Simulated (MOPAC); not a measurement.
**Run report: C₃H₇Cl, geometry relaxation (part 3 of 3)**

C₃H₇Cl; RM1, RHF (MOPAC 23.2.5). The atoms were displaced at random from an optimised geometry.

Geometry of the input (Å):
```
C  -0.4870  0.9524  -0.6905
C  -0.0287  -0.4289  -0.3624
C  0.6387  -0.5129  0.9817
Cl -1.4147  -1.5699  -0.4415
H  -0.9819  1.0106  -1.6678
H  -1.2042  1.3124  0.0590
H  0.3572  1.6626  -0.6899
H  0.6626  -0.7907  -1.1398
H  1.5102  0.1104  1.0109
H  -0.0534  -0.2124  1.7911
H  0.9610  -1.5426  1.1896
```

**Trajectory as extended XYZ, continued**
```
11
Properties=species:S:1:pos:R:3:forces:R:3 step=28 energy=-1.52451
C    -0.4993    0.9598   -0.6992   -0.0002   0.0011   0.0003
C     0.0474   -0.4086   -0.3940   -0.0007   0.0002  -0.0007
C     0.6368   -0.5371    0.9847   -0.0004  -0.0002  -0.0003
Cl   -1.4361   -1.5597   -0.4167    0.0004  -0.0002   0.0012
H    -1.0029    0.9926   -1.6767    0.0010   0.0002   0.0000
H    -1.2392    1.2906    0.0448   -0.0018   0.0000   0.0000
H     0.3002    1.7159   -0.7198    0.0006  -0.0002   0.0003
H     0.7102   -0.8038   -1.1931    0.0014  -0.0004  -0.0002
H     1.5217    0.1063    1.1044    0.0001  -0.0006  -0.0005
H    -0.0776   -0.2559    1.7728    0.0003   0.0002   0.0002
H     0.9526   -1.5681    1.2025   -0.0006  -0.0001  -0.0003
11
Properties=species:S:1:pos:R:3:forces:R:3 step=29 energy=-1.52451
C    -0.4993    0.9598   -0.6991   -0.0002   0.0010  -0.0001
C     0.0475   -0.4086   -0.3940   -0.0010   0.0006  -0.0005
C     0.6368   -0.5371    0.9847   -0.0004   0.0002  -0.0001
Cl   -1.4361   -1.5596   -0.4167    0.0000  -0.0008   0.0013
H    -1.0027    0.9926   -1.6767    0.0009   0.0002   0.0000
H    -1.2394    1.2905    0.0447   -0.0012  -0.0004  -0.0002
H     0.3002    1.7159   -0.7195    0.0006  -0.0001   0.0001
H     0.7102   -0.8039   -1.1931    0.0011   0.0001  -0.0003
H     1.5218    0.1063    1.1041    0.0006  -0.0005   0.0000
H    -0.0775   -0.2557    1.7728    0.0003  -0.0001   0.0003
H     0.9526   -1.5681    1.2026   -0.0007  -0.0002  -0.0005
11
Properties=species:S:1:pos:R:3:forces:R:3 step=30 energy=-1.52451
C    -0.4993    0.9598   -0.6991   -0.0002   0.0005  -0.0003
C     0.0474   -0.4086   -0.3940   -0.0008   0.0005  -0.0002
C     0.6368   -0.5371    0.9846   -0.0001   0.0005   0.0000
Cl   -1.4361   -1.5596   -0.4167   -0.0003  -0.0009   0.0009
H    -1.0026    0.9927   -1.6768    0.0010   0.0004  -0.0002
H    -1.2396    1.2905    0.0447   -0.0007  -0.0007  -0.0004
H     0.3002    1.7159   -0.7193    0.0004   0.0000   0.0001
H     0.7103   -0.8040   -1.1930    0.0003   0.0005  -0.0002
H     1.5218    0.1062    1.1040    0.0009  -0.0004   0.0003
H    -0.0775   -0.2556    1.7727    0.0003  -0.0002   0.0003
H     0.9525   -1.5681    1.2026   -0.0008  -0.0002  -0.0004
11
Properties=species:S:1:pos:R:3:forces:R:3 step=31 energy=-1.52451
C    -0.4993    0.9598   -0.6990   -0.0003  -0.0008  -0.0006
C     0.0474   -0.4087   -0.3941   -0.0002   0.0002   0.0006
C     0.6368   -0.5371    0.9845    0.0003   0.0006   0.0002
Cl   -1.4361   -1.5596   -0.4166   -0.0003  -0.0010   0.0004
H    -1.0022    0.9928   -1.6769    0.0010   0.0008  -0.0004
H    -1.2400    1.2902    0.0444    0.0002  -0.0007  -0.0006
H     0.3002    1.7159   -0.7187   -0.0001   0.0003  -0.0002
H     0.7104   -0.8041   -1.1930   -0.0014   0.0015   0.0001
H     1.5219    0.1061    1.1037    0.0012  -0.0002   0.0008
H    -0.0774   -0.2553    1.7727    0.0004  -0.0006   0.0000
H     0.9524   -1.5681    1.2027   -0.0010  -0.0003  -0.0002
11
Properties=species:S:1:pos:R:3:forces:R:3 step=32 energy=-1.52451
C    -0.4993    0.9598   -0.6991   -0.0003  -0.0009  -0.0005
C     0.0474   -0.4086   -0.3941    0.0001   0.0000   0.0006
C     0.6368   -0.5371    0.9845    0.0005   0.0004   0.0002
Cl   -1.4361   -1.5596   -0.4166    0.0001  -0.0006   0.0002
H    -1.0021    0.9929   -1.6770    0.0012   0.0009  -0.0005
H    -1.2401    1.2901    0.0443    0.0001  -0.0005  -0.0005
H     0.3002    1.7159   -0.7186   -0.0004   0.0003  -0.0001
H     0.7105   -0.8040   -1.1930   -0.0017   0.0013   0.0001
H     1.5219    0.1060    1.1037    0.0010  -0.0002   0.0005
H    -0.0773   -0.2552    1.7727    0.0003  -0.0005   0.0000
H     0.9523   -1.5681    1.2026   -0.0010  -0.0002   0.0000
11
Properties=species:S:1:pos:R:3:forces:R:3 step=33 energy=-1.52441
C    -0.4996    0.9605   -0.6999   -0.0005  -0.0062   0.0039
C     0.0469   -0.4078   -0.3949    0.0156  -0.0082   0.0054
C     0.6370   -0.5367    0.9836    0.0080  -0.0080  -0.0009
Cl   -1.4365   -1.5605   -0.4145    0.0184   0.0139  -0.0083
H    -0.9944    0.9970   -1.6817    0.0041  -0.0001  -0.0014
H    -1.2480    1.2843    0.0386    0.0012   0.0124   0.0018
H     0.3000    1.7170   -0.7091   -0.0136   0.0012   0.0002
H     0.7121   -0.8019   -1.1930   -0.0206  -0.0049   0.0016
H     1.5258    0.1018    1.1033   -0.0096  -0.0018  -0.0080
H    -0.0744   -0.2523    1.7732   -0.0030   0.0001  -0.0036
H     0.9484   -1.5696    1.1996    0.0000   0.0015   0.0092
11
Properties=species:S:1:pos:R:3:forces:R:3 step=34 energy=-1.52451
C    -0.4994    0.9599   -0.6992    0.0000  -0.0009   0.0002
C     0.0474   -0.4085   -0.3942    0.0015  -0.0008   0.0006
C     0.6368   -0.5371    0.9844    0.0009  -0.0007  -0.0001
Cl   -1.4361   -1.5597   -0.4163    0.0023   0.0010  -0.0005
H    -1.0011    0.9934   -1.6776    0.0013   0.0002  -0.0006
H    -1.2412    1.2894    0.0435   -0.0003   0.0012   0.0002
H     0.3001    1.7161   -0.7174   -0.0014   0.0006   0.0001
H     0.7106   -0.8037   -1.1930   -0.0032   0.0000   0.0001
H     1.5225    0.1054    1.1037   -0.0003  -0.0004  -0.0006
H    -0.0769   -0.2549    1.7728   -0.0002  -0.0002  -0.0003
H     0.9518   -1.5684    1.2023   -0.0007  -0.0001   0.0010
11
Properties=species:S:1:pos:R:3:forces:R:3 step=35 energy=-1.52451
C    -0.4994    0.9598   -0.6992    0.0002  -0.0002   0.0003
C     0.0474   -0.4085   -0.3942    0.0011  -0.0005   0.0003
C     0.6369   -0.5371    0.9844    0.0008  -0.0006   0.0000
Cl   -1.4361   -1.5597   -0.4163    0.0022   0.0008  -0.0005
H    -1.0009    0.9935   -1.6778    0.0012  -0.0001  -0.0003
H    -1.2414    1.2893    0.0434   -0.0002   0.0011   0.0000
H     0.3000    1.7162   -0.7171   -0.0014   0.0004   0.0002
H     0.7105   -0.8036   -1.1931   -0.0027  -0.0003   0.0000
H     1.5226    0.1053    1.1036   -0.0004  -0.0005  -0.0006
H    -0.0768   -0.2548    1.7728   -0.0002   0.0000  -0.0002
H     0.9517   -1.5684    1.2023   -0.0005  -0.0001   0.0008
11
Properties=species:S:1:pos:R:3:forces:R:3 step=36 energy=-1.52451
C    -0.4997    0.9598   -0.6992    0.0007   0.0034   0.0007
C     0.0473   -0.4085   -0.3941   -0.0015   0.0012  -0.0017
C     0.6372   -0.5372    0.9843   -0.0012  -0.0002  -0.0001
Cl   -1.4361   -1.5597   -0.4161   -0.0012  -0.0015   0.0005
H    -0.9985    0.9945   -1.6792    0.0000  -0.0024   0.0016
H    -1.2435    1.2883    0.0419   -0.0001  -0.0004  -0.0006
H     0.2991    1.7167   -0.7148    0.0006   0.0007   0.0014
H     0.7098   -0.8035   -1.1934    0.0025  -0.0019  -0.0008
H     1.5237    0.1043    1.1027    0.0004  -0.0002   0.0001
H    -0.0759   -0.2538    1.7727   -0.0005   0.0015   0.0004
H     0.9507   -1.5687    1.2030    0.0004  -0.0003  -0.0013
11
Properties=species:S:1:pos:R:3:forces:R:3 step=37 energy=-1.52451
C    -0.4997    0.9598   -0.6992    0.0008   0.0018   0.0007
C     0.0473   -0.4085   -0.3942   -0.0006   0.0004  -0.0008
C     0.6372   -0.5371    0.9842   -0.0003  -0.0004   0.0000
Cl   -1.4361   -1.5597   -0.4159   -0.0002  -0.0005  -0.0003
H    -0.9979    0.9947   -1.6795   -0.0002  -0.0018   0.0009
H    -1.2442    1.2878    0.0415    0.0002   0.0005  -0.0001
H     0.2991    1.7168   -0.7139    0.0000   0.0007   0.0008
H     0.7099   -0.8035   -1.1935    0.0007  -0.0014  -0.0004
H     1.5240    0.1040    1.1026   -0.0002  -0.0002  -0.0001
H    -0.0757   -0.2534    1.7727   -0.0005   0.0011   0.0000
H     0.9504   -1.5688    1.2028    0.0003  -0.0001  -0.0006
11
Properties=species:S:1:pos:R:3:forces:R:3 step=38 energy=-1.52451
C    -0.4996    0.9599   -0.6992    0.0004  -0.0009   0.0002
C     0.0473   -0.4085   -0.3943    0.0006  -0.0004   0.0005
C     0.6371   -0.5371    0.9842    0.0008  -0.0002   0.0001
Cl   -1.4361   -1.5598   -0.4160    0.0011   0.0005  -0.0007
H    -0.9986    0.9942   -1.6789    0.0005   0.0002  -0.0006
H    -1.2435    1.2881    0.0420   -0.0001   0.0007   0.0001
H     0.2994    1.7167   -0.7144   -0.0009   0.0004   0.0003
H     0.7102   -0.8037   -1.1934   -0.0017   0.0001   0.0004
H     1.5236    0.1043    1.1028   -0.0002  -0.0005  -0.0003
H    -0.0760   -0.2535    1.7726    0.0000   0.0000  -0.0003
H     0.9507   -1.5687    1.2026   -0.0005   0.0000   0.0004
11
Properties=species:S:1:pos:R:3:forces:R:3 step=39 energy=-1.52452
C    -0.4996    0.9599   -0.6992    0.0003   0.0000   0.0002
C     0.0473   -0.4085   -0.3942    0.0001   0.0000   0.0000
C     0.6372   -0.5371    0.9842    0.0001  -0.0001   0.0001
Cl   -1.4361   -1.5597   -0.4160    0.0003   0.0000  -0.0004
H    -0.9980    0.9944   -1.6793    0.0001  -0.0002   0.0000
H    -1.2441    1.2878    0.0416    0.0003   0.0003   0.0000
H     0.2991    1.7169   -0.7138   -0.0004   0.0003   0.0001
H     0.7100   -0.8037   -1.1934   -0.0004  -0.0001   0.0001
H     1.5239    0.1041    1.1025    0.0000  -0.0002   0.0000
H    -0.0758   -0.2532    1.7726   -0.0001   0.0001  -0.0002
H     0.9504   -1.5687    1.2028   -0.0002   0.0000  -0.0001
11
Properties=species:S:1:pos:R:3:forces:R:3 step=40 energy=-1.52452
C    -0.4996    0.9598   -0.6992    0.0001   0.0001   0.0001
C     0.0473   -0.4085   -0.3942   -0.0001   0.0000   0.0001
C     0.6372   -0.5371    0.9842    0.0000  -0.0001   0.0000
Cl   -1.4361   -1.5597   -0.4160    0.0000  -0.0001  -0.0002
H    -0.9980    0.9944   -1.6793    0.0002  -0.0001   0.0000
H    -1.2441    1.2878    0.0416    0.0000   0.0001  -0.0001
H     0.2991    1.7169   -0.7137   -0.0001   0.0002   0.0003
H     0.7099   -0.8038   -1.1934   -0.0001   0.0000   0.0000
H     1.5239    0.1040    1.1025    0.0002  -0.0002   0.0000
H    -0.0758   -0.2532    1.7726    0.0000   0.0002   0.0000
H     0.9504   -1.5687    1.2028   -0.0003  -0.0001  -0.0001
11
Properties=species:S:1:pos:R:3:forces:R:3 step=41 energy=-1.52435
C    -0.4996    0.9596   -0.6984   -0.0144   0.0082  -0.0033
C     0.0473   -0.4089   -0.3938   -0.0110   0.0059  -0.0009
C     0.6381   -0.5371    0.9840   -0.0126   0.0035  -0.0021
Cl   -1.4359   -1.5596   -0.4165   -0.0185  -0.0074   0.0095
H    -0.9943    0.9935   -1.6805   -0.0013   0.0050   0.0032
H    -1.2465    1.2878    0.0400   -0.0037  -0.0143  -0.0019
H     0.2954    1.7203   -0.7086    0.0189  -0.0086  -0.0051
H     0.7060   -0.8068   -1.1941    0.0295   0.0070  -0.0098
H     1.5261    0.1023    1.0997    0.0100   0.0043   0.0050
H    -0.0748   -0.2489    1.7709    0.0044  -0.0023   0.0087
H     0.9489   -1.5688    1.2055   -0.0013  -0.0014  -0.0033
11
Properties=species:S:1:pos:R:3:forces:R:3 step=42 energy=-1.52452
C    -0.4996    0.9598   -0.6991   -0.0002   0.0002   0.0000
C     0.0473   -0.4085   -0.3942   -0.0003   0.0002   0.0001
C     0.6372   -0.5371    0.9842   -0.0002   0.0000   0.0000
Cl   -1.4361   -1.5597   -0.4160   -0.0002  -0.0002  -0.0001
H    -0.9979    0.9944   -1.6793    0.0002   0.0001   0.0000
H    -1.2441    1.2878    0.0416   -0.0001  -0.0002  -0.0001
H     0.2990    1.7170   -0.7136    0.0002   0.0000   0.0001
H     0.7099   -0.8038   -1.1935    0.0004   0.0001  -0.0002
H     1.5240    0.1040    1.1024    0.0004  -0.0002   0.0001
H    -0.0758   -0.2530    1.7725    0.0001   0.0001   0.0001
H     0.9504   -1.5687    1.2029   -0.0003  -0.0001  -0.0001
11
Properties=species:S:1:pos:R:3:forces:R:3 step=43 energy=-1.52452
C    -0.4996    0.9599   -0.6991   -0.0002   0.0001   0.0000
C     0.0473   -0.4085   -0.3942   -0.0001   0.0001   0.0000
C     0.6372   -0.5371    0.9842   -0.0002  -0.0001   0.0000
Cl   -1.4361   -1.5598   -0.4160   -0.0003  -0.0001   0.0000
H    -0.9979    0.9944   -1.6793    0.0002   0.0001   0.0000
H    -1.2441    1.2878    0.0416   -0.0001  -0.0002  -0.0001
H     0.2990    1.7170   -0.7136    0.0002   0.0000   0.0001
H     0.7098   -0.8038   -1.1935    0.0004   0.0001  -0.0002
H     1.5240    0.1040    1.1024    0.0004  -0.0001   0.0000
H    -0.0758   -0.2530    1.7725    0.0001   0.0001   0.0001
H     0.9504   -1.5687    1.2028   -0.0004  -0.0001   0.0000
11
Properties=species:S:1:pos:R:3:forces:R:3 step=44 energy=-1.52451
C    -0.4997    0.9600   -0.6992   -0.0001  -0.0001   0.0000
C     0.0472   -0.4084   -0.3942    0.0006  -0.0004  -0.0005
C     0.6372   -0.5371    0.9841   -0.0002  -0.0005   0.0001
Cl   -1.4361   -1.5599   -0.4159    0.0000   0.0011   0.0000
H    -0.9972    0.9945   -1.6797   -0.0006   0.0007  -0.0001
H    -1.2447    1.2878    0.0411   -0.0006  -0.0005  -0.0001
H     0.2988    1.7174   -0.7130    0.0004  -0.0008   0.0003
H     0.7097   -0.8037   -1.1935    0.0008   0.0003   0.0000
H     1.5245    0.1034    1.1023   -0.0003  -0.0001  -0.0004
H    -0.0755   -0.2526    1.7725    0.0004   0.0001   0.0002
H     0.9498   -1.5689    1.2027   -0.0004   0.0001   0.0005
11
Properties=species:S:1:pos:R:3:forces:R:3 step=45 energy=-1.52451
C    -0.4997    0.9599   -0.6992    0.0000  -0.0002   0.0001
C     0.0472   -0.4084   -0.3942    0.0006  -0.0003  -0.0002
C     0.6372   -0.5371    0.9841   -0.0002  -0.0004   0.0001
Cl   -1.4361   -1.5599   -0.4159   -0.0001   0.0009  -0.0002
H    -0.9973    0.9945   -1.6796   -0.0004   0.0004  -0.0001
H    -1.2446    1.2877    0.0412   -0.0005  -0.0003  -0.0001
H     0.2989    1.7173   -0.7130    0.0003  -0.0004   0.0003
H     0.7097   -0.8037   -1.1935    0.0005   0.0001   0.0000
H     1.5244    0.1035    1.1023   -0.0002  -0.0001  -0.0003
H    -0.0756   -0.2527    1.7725    0.0003   0.0002   0.0001
H     0.9499   -1.5689    1.2028   -0.0003   0.0000   0.0004
11
Properties=species:S:1:pos:R:3:forces:R:3 step=46 energy=-1.52452
C    -0.4997    0.9599   -0.6992    0.0001  -0.0005   0.0002
C     0.0472   -0.4084   -0.3943    0.0007  -0.0003   0.0002
C     0.6372   -0.5371    0.9841    0.0000  -0.0003   0.0000
Cl   -1.4360   -1.5599   -0.4159   -0.0002   0.0006  -0.0005
H    -0.9972    0.9947   -1.6797   -0.0004   0.0001  -0.0001
H    -1.2448    1.2876    0.0411   -0.0001  -0.0001   0.0000
H     0.2989    1.7172   -0.7129    0.0002   0.0002   0.0002
H     0.7098   -0.8037   -1.1935    0.0000   0.0000   0.0000
H     1.5245    0.1034    1.1022    0.0000   0.0001  -0.0001
H    -0.0755   -0.2526    1.7725    0.0001   0.0003   0.0000
H     0.9498   -1.5689    1.2028   -0.0002  -0.0001   0.0002
11
Properties=species:S:1:pos:R:3:forces:R:3 step=47 energy=-1.52452
C    -0.4997    0.9599   -0.6991    0.0002  -0.0003   0.0002
C     0.0472   -0.4085   -0.3943    0.0003  -0.0001   0.0001
C     0.6372   -0.5371    0.9841    0.0001  -0.0002   0.0000
Cl   -1.4361   -1.5598   -0.4159   -0.0003   0.0001  -0.0004
H    -0.9972    0.9947   -1.6797   -0.0001   0.0000  -0.0001
H    -1.2448    1.2875    0.0411    0.0000   0.0000  -0.0001
H     0.2989    1.7172   -0.7128    0.0000   0.0003   0.0002
H     0.7098   -0.8037   -1.1935   -0.0001   0.0001   0.0001
H     1.5245    0.1034    1.1021    0.0002   0.0000   0.0000
H    -0.0754   -0.2525    1.7725    0.0000   0.0002  -0.0001
H     0.9498   -1.5689    1.2029   -0.0003  -0.0001   0.0000
11
Properties=species:S:1:pos:R:3:forces:R:3 step=48 energy=-1.52452
C    -0.4998    0.9598   -0.6991    0.0002   0.0001   0.0000
C     0.0473   -0.4085   -0.3943   -0.0002   0.0001   0.0001
C     0.6373   -0.5370    0.9841    0.0000  -0.0001   0.0000
Cl   -1.4361   -1.5598   -0.4159   -0.0002  -0.0003  -0.0003
H    -0.9969    0.9948   -1.6798    0.0002  -0.0001   0.0001
H    -1.2453    1.2871    0.0409    0.0003   0.0001   0.0001
H     0.2987    1.7172   -0.7122   -0.0001   0.0002  -0.0001
H     0.7099   -0.8038   -1.1935    0.0000   0.0002   0.0001
H     1.5248    0.1032    1.1019    0.0002   0.0000   0.0002
H    -0.0752   -0.2520    1.7725   -0.0001  -0.0001  -0.0001
H     0.9495   -1.5689    1.2031   -0.0002   0.0000  -0.0002
11
Properties=species:S:1:pos:R:3:forces:R:3 step=49 energy=-1.52452
C    -0.4998    0.9599   -0.6991    0.0001   0.0000   0.0001
C     0.0472   -0.4085   -0.3943    0.0000  -0.0001   0.0000
C     0.6373   -0.5371    0.9841    0.0000  -0.0001   0.0000
Cl   -1.4361   -1.5598   -0.4159   -0.0001   0.0001  -0.0003
H    -0.9970    0.9947   -1.6798    0.0001   0.0001   0.0000
H    -1.2451    1.2873    0.0410    0.0000  -0.0001   0.0000
H     0.2987    1.7172   -0.7124    0.0000   0.0001   0.0002
H     0.7098   -0.8037   -1.1935    0.0001   0.0001   0.0001
H     1.5247    0.1033    1.1020    0.0002  -0.0002   0.0000
H    -0.0753   -0.2522    1.7725    0.0000   0.0002   0.0000
H     0.9496   -1.5689    1.2030   -0.0003  -0.0001   0.0001
```

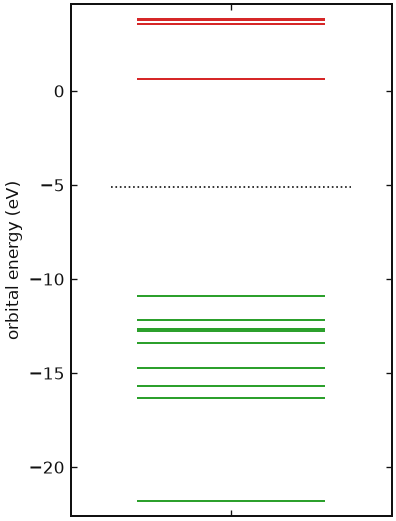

*Orbital energies near the frontier; the dotted line parts filled from empty levels, and levels within 0.02 eV of each other stand side by side.*

Highest filled −10.89 eV, lowest empty 0.65 eV, 11.54 eV apart.

**Key numbers**

- outcome: converged
- total energy: −31.627403 hartree
- dispersion energy: 0.000000 hartree
- heat of formation: −35.16 kcal/mol
- basis functions: 23
- largest force: 0.000 eV/Å
- HOMO: −10.89 eV
- LUMO: 0.65 eV
- dipole moment: 2.86 D
- peak memory: 0.075 GiB

**Notes**

Notes on the run: HEAT OF FORMATION IS ESSENTIALLY STATIONARY. MOPAC's energies along a path are heats of formation.
